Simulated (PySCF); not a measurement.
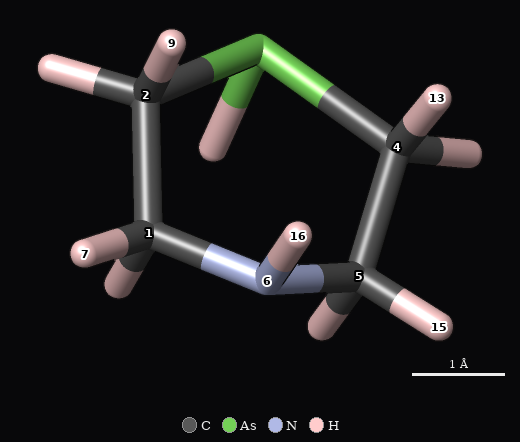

The structure as given in the input (stick view, seen at a tilt; atoms are numbered from 1 in the order of the input).

**Run report: C4H10AsN, excited-state calculation**

System: C4H10AsN, SMILES C1C[AsH]CCN1.
Method: TDDFT CAM-B3LYP/def2-SVPD, vertical, gas phase, core orbitals frozen in the response (PySCF 2.14.0).

The geometry comes from this level: GFN2-xTB.

## The program's output
```
coarse grid: 57896 points
cycle   1  E = -2448.6116141809  dE = -3.390e-02  |g| = 3.631e-01  |ddm| = 5.805e+00
cycle   2  E = -2448.6244794246  dE = -1.287e-02  |g| = 3.053e-01  |ddm| = 2.164e+00
cycle   3  E = -2448.6411686416  dE = -1.669e-02  |g| = 5.213e-02  |ddm| = 8.480e-01
cycle   4  E = -2448.6417950288  dE = -6.264e-04  |g| = 1.418e-02  |ddm| = 1.639e-01
cycle   5  E = -2448.6418416044  dE = -4.658e-05  |g| = 4.831e-03  |ddm| = 3.733e-02
cycle   6  E = -2448.6418463513  dE = -4.747e-06  |g| = 1.013e-03  |ddm| = 2.078e-02
final grid: 122624 points
cycle   7  E = -2448.6418656963  dE = -1.827e-07  |g| = 9.918e-04  |ddm| = 7.986e-03
cycle   8  E = -2448.6418656453  dE =  5.100e-08  |g| = 1.142e-03  |ddm| = 5.256e-03
cycle   9  E = -2448.6418659249  dE = -2.795e-07  |g| = 4.799e-05  |ddm| = 2.008e-03
cycle  10  E = -2448.6418659258  dE = -9.932e-10  |g| = 2.328e-05  |ddm| = 3.751e-04
```

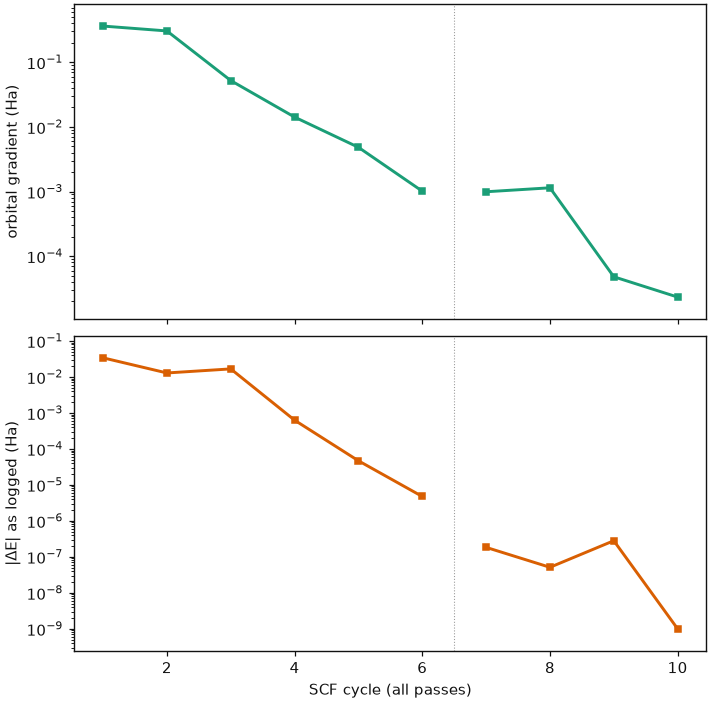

Convergence of the self-consistent field: orbital gradient and size of the energy change against the SCF cycle. The dotted line marks the change from a coarse to the final integration grid. The first 6 cycles use a coarse grid, the final grid takes over at cycle 7, and the field converges after 10 cycles in all.

```
converged SCF energy = -2448.6418659258

Static polarisability (au): isotropic 84.106, principal 73.578 89.052 89.689

Singlet excitations
state   eV       nm        f      main configurations
  1   5.8854    210.7   0.00126   H->L 0.79, H->L+2 0.10
  2   5.9825    207.2   0.02620   H->L+1 0.88
  3   6.1975    200.1   0.04777   H->L+2 0.70, H->L 0.12, H-1->L 0.09
  4   6.6525    186.4   0.03692   H->L+3 0.81
  5   6.8310    181.5   0.06994   H->L+4 0.76, H-1->L 0.12
  6   6.8921    179.9   0.08142   H->L+5 0.74, H-1->L+1 0.14
  7   7.2094    172.0   0.01535   H-1->L+1 0.70, H->L+5 0.17
  8   7.3033    169.8   0.03046   H-1->L 0.56, H-1->L+2 0.11, H-1->L+3 0.10

Triplet excitations (Tamm-Dancoff, eV): 5.2414 5.3280 5.7439
```

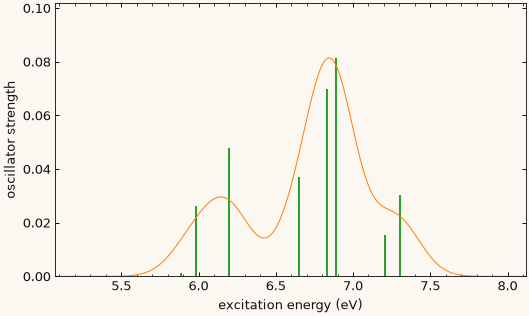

Computed excitations as sticks (degenerate states added up, dark ones marked on the axis), with a Gaussian envelope of 0.35 eV full width at half maximum, scaled to the tallest. Of the 8 states the lowest lies at 5.89 eV (f = 0.001); the strongest line is at 6.89 eV, or 180 nm (f = 0.081).

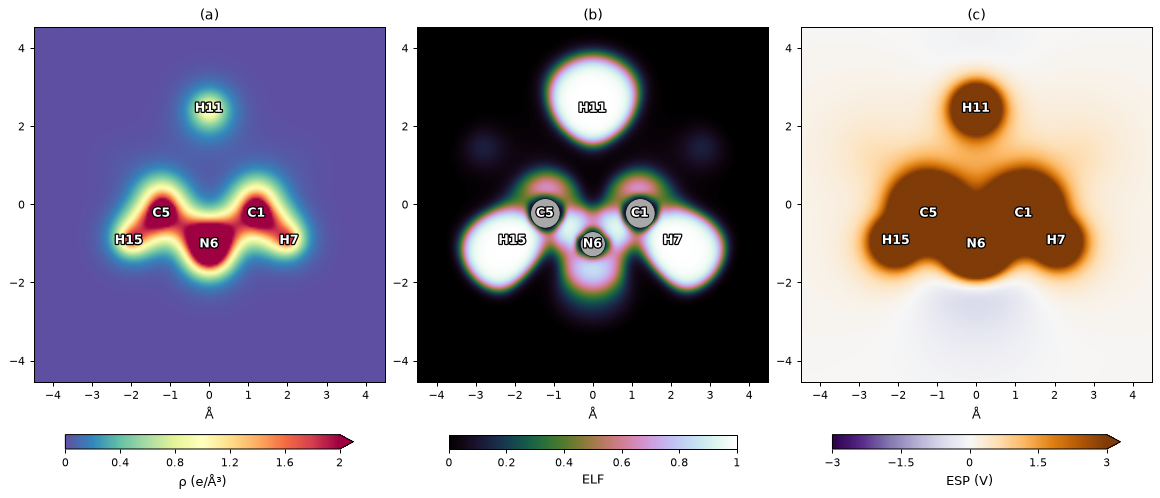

(a) total electron density; (b) ELF; (c) electrostatic potential on the plane of atoms C1, N6 and C5. Grey discs, where drawn, cover atomic cores. Atoms in the plane: C, N and H.

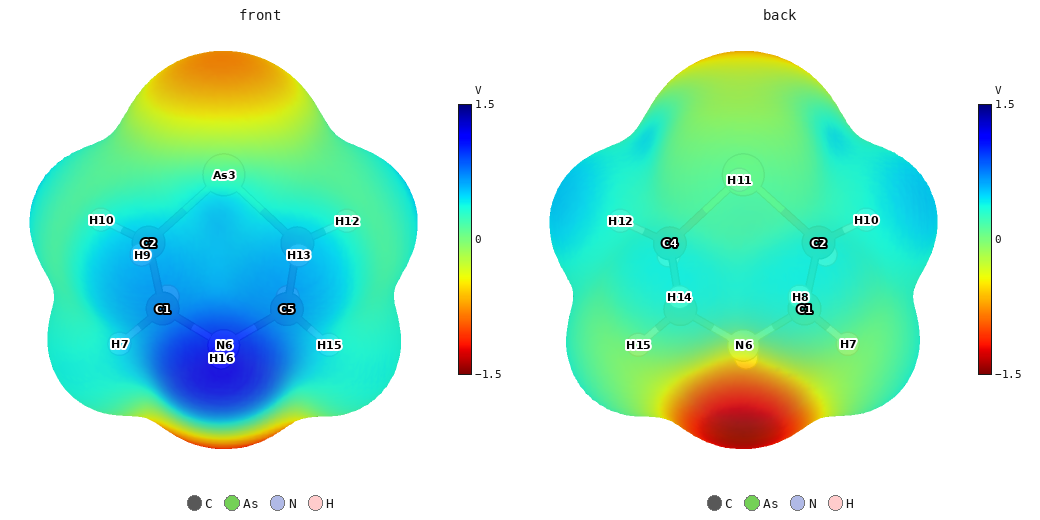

The molecular electrostatic potential painted on the density surface at 0.001 e/bohr³, seen face on and from behind; the colour scale runs from red (negative) to blue (positive). A positive charge is drawn to the negative regions and a negative charge to the positive ones.

The run was set up as follows.

## The input
```
{"job": {"kind": "uv", "xc": "CAM-B3LYP", "basis": "def2-SVPD", "nstates": 8, "ntriplets": 3}, "charge": 0, "multiplicity": 1}
C      1.158795    -0.774570     0.327090
C      1.504524     0.577873    -0.300233
As     0.113369     1.958503     0.015354
C     -1.398415     0.747993    -0.419309
C     -1.265126    -0.632419     0.227753
N     -0.075751    -1.374957    -0.131527
H      1.961189    -1.493151     0.121858
H      1.081168    -0.661846     1.414908
H      1.623630     0.463165    -1.383906
H      2.462613     0.928843     0.093665
H      0.037241     1.691356     1.502805
H     -2.337583     1.210837    -0.103140
H     -1.441516     0.642909    -1.509668
H     -1.263876    -0.524405     1.318904
H     -2.126440    -1.253279    -0.045813
H     -0.041420    -1.497906    -1.140151
```

The first line tells a small driver script what to run in PySCF; the rest is the geometry in Å.

Launched with:
```bash
OMP_NUM_THREADS=1 python <driver script> task.json out
```

## Results in brief

| quantity | value |
| --- | --- |
| outcome | converged |
| total energy | −2448.641866 hartree |
| HOMO | −7.49 eV |
| LUMO | 1.31 eV |
| dipole moment | 0.62 D |
| mean polarisability | 84.11 a.u. |
| lowest singlet excitation | 5.89 eV |
| hardware | 1 CPU thread, shared host |
| wall time | 60 s |
| peak memory | 1.1 GiB |

Spin–orbit coupling is left out, which matters for the heavy atoms.
